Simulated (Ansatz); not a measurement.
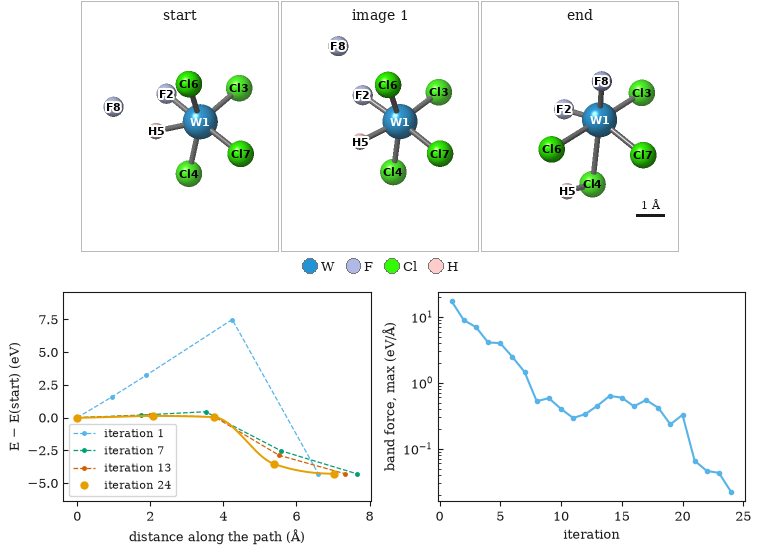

NEB run on WHCl₄F₂ (multiplicity 2). Images are numbered from 0 (start) to 4 (end). The plot follows the band through its iterations. A ball-and-stick model, seen from a free direction.

Level of theory: UKS PBE/def2-SVP in Ansatz.

The input:
```yaml
crystal:
  periodic: [false, false, false]
  atoms:
    - { symbol: W, position_ang: [0.250472, 0.0, -0.080003] }
    - { symbol: F, position_ang: [0.796601, 0.0, 1.80907] }
    - { symbol: Cl, position_ang: [2.568829, 0.0, -0.199426] }
    - { symbol: Cl, position_ang: [-0.307436, 2.209975, 0.036114] }
    - { symbol: H, position_ang: [-1.094552, 0.0, 0.953448] }
    - { symbol: Cl, position_ang: [-0.307436, -2.209975, 0.036114] }
    - { symbol: Cl, position_ang: [-0.339004, 0.0, -2.295781] }
    - { symbol: F, position_ang: [-0.897475, 0.0, 2.990463] }
magnetization:
  spin_polarized: true
  initial_magnetization: 1
basis:
  gaussian: { orbitals: def2-SVP }
hamiltonian:
  xc: pbe
neb:
  order_check: false
  images: 3
  f_tol: 0.03
  max_iterations: 60
  climbing: true
  final_atoms:
    - { symbol: W, position_ang: [0.52999528, -0.40834917, 0.52944293] }
    - { symbol: F, position_ang: [0.4882823, 0.55164218, 2.13070263] }
    - { symbol: Cl, position_ang: [2.66339706, 0.46494291, 0.19928807] }
    - { symbol: Cl, position_ang: [-0.8094342, 1.97905133, -0.08758877] }
    - { symbol: H, position_ang: [-1.86184737, 1.2703852, 0.27913142] }
    - { symbol: Cl, position_ang: [-1.70969929, -1.02472397, 1.04215619] }
    - { symbol: Cl, position_ang: [0.18868226, -0.71723929, -1.71628592] }
    - { symbol: F, position_ang: [1.18062295, -2.11570918, 0.87315245] }
  initial_path:
    images:
      - { positions_ang: [[0.250472, 0.0, -0.080003], [0.796601, 0.0, 1.80907], [2.568829, 0.0, -0.199426], [-0.307436, 2.209975, 0.036114], [-1.094552, 0.0, 0.953448], [-0.307436, -2.209975, 0.036114], [-0.339004, 0.0, -2.295781], [-0.897475, 0.0, 2.990463]] }
      - { positions_ang: [[0.11441487, 0.0, -0.03746671], [0.44372677, 0.0, 1.95556215], [2.46687753, 0.0, -0.1611931], [-0.16453913, 2.2999875, 0.02059179], [-1.4168623, 0.0, 0.52532809], [-0.16453913, -2.2999875, 0.02059179], [-0.24433803, 0.0, -2.33863987], [-0.36474159, 0.0, 3.26522484]] }
      - { positions_ang: [[-0.02164226, 0.0, 0.00506959], [0.09085254, 0.0, 2.10205431], [2.36492607, 0.0, -0.12296021], [-0.02164226, 2.39, 0.00506959], [-1.7391726, 0.0, 0.09720818], [-0.02164226, -2.39, 0.00506959], [-0.14967205, 0.0, -2.38149874], [0.16799183, 0.0, 3.53998669]] }
      - { positions_ang: [[0.25417651, -0.20417459, 0.26725626], [0.28956742, 0.27582109, 2.11637847], [2.51416156, 0.23247145, 0.03816393], [-0.41553823, 2.18452567, -0.04125959], [-1.80050998, 0.6351926, 0.1881698], [-0.86567078, -1.70736199, 0.52361289], [0.0195051, -0.35861965, -2.04889233], [0.67430739, -1.05785459, 2.20656957]] }
      - { positions_ang: [[0.52999528, -0.40834917, 0.52944293], [0.4882823, 0.55164218, 2.13070263], [2.66339706, 0.46494291, 0.19928807], [-0.8094342, 1.97905133, -0.08758877], [-1.86184737, 1.2703852, 0.27913142], [-1.70969929, -1.02472397, 1.04215619], [0.18868226, -0.71723929, -1.71628592], [1.18062295, -2.11570918, 0.87315245]] }
```

Command:
```bash
ansatz run input.yaml --threads 4 --pin off --max-ram 5120MiB --backend cpu --events-out ev --progress --plain --runs-dir out
```

> How did the profile develop, and is the result final?

The run is converged, with reservations. The band converged in 24 iterations. The largest component of the band force went from 17 to 0.022 eV/Å. The climbing image converged on the top of the path. Its curvatures weren't checked. So few images resolve the path coarsely. The first iteration put the highest image at 7.50 eV. Forward barrier 0.14 eV, backward barrier 4.42 eV, with image 1 at the top; the reaction energy is −4.28 eV.

Cost: 8.5 min on 4 threads of Arm Neoverse V1, on a shared host, peak memory 0.47 GiB.
